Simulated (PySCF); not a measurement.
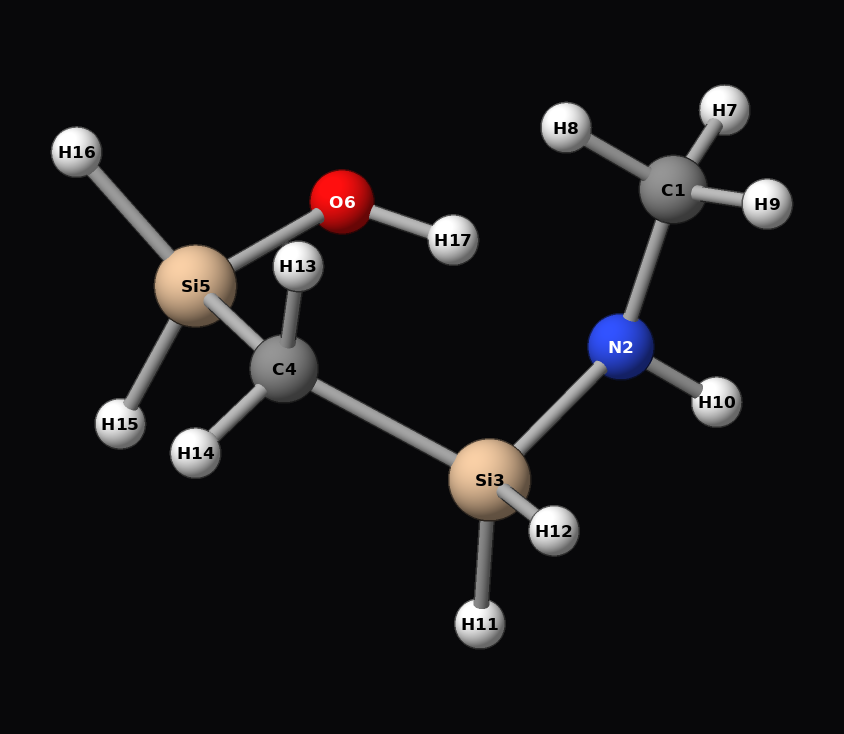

The questions are on isotropic NMR shieldings of the C atoms. Computed geometry: GFN2-xTB optimisation. No frequency run is at hand to confirm it as a minimum. Properties computed with GIAO PBE0/pcSseg-1 NMR shielding, non-relativistic, gas phase (PySCF 2.14.0).

List the isotropic NMR shieldings of the C atoms.

```
atom  σ (ppm)
  C1    155.5
  C4    191.4
```

The geometry is semi-empirical. Around Si such bond lengths and angles can be off by a tenth of an ångström or more and by several degrees, and values that hang on the shape move with them.
